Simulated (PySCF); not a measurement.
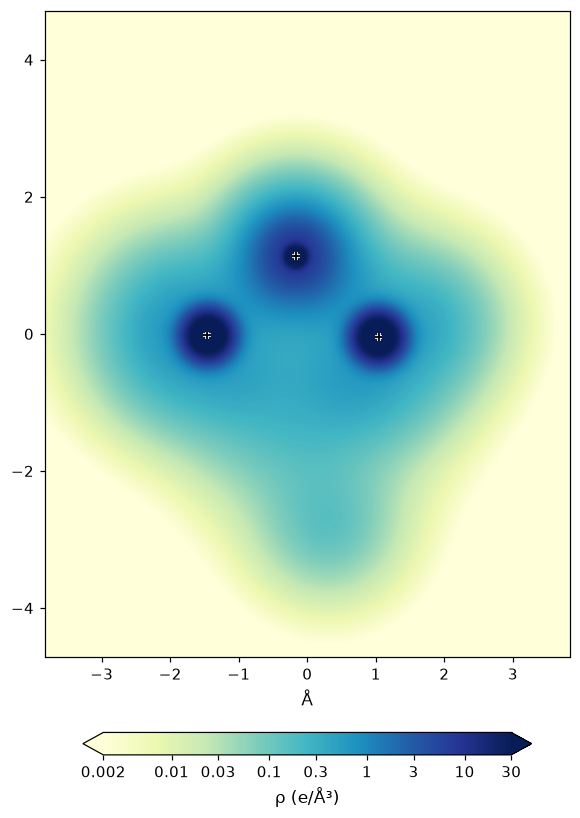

The electron density on a plane through atoms (crosses mark nuclei in the plane).

The calculation used Gaussian-basis quantum chemistry of an isolated molecule with PySCF, energy and nuclear gradient, functional PBE0 (PySCF).

Candidates:
A. Cl2H3Si2 (charge +1)
B. H2OSi3
C. CH2LiSb

Which candidate gave the map?

Candidate B: H2OSi3 on the plane of atoms Si2, O1 and Si4, which holds O and Si. Si–O (1.69 Å): the density is about 1.1 e/Å³ at the midpoint. Si–O (1.74 Å): ρ at the midpoint is about 0.98 e/Å³.
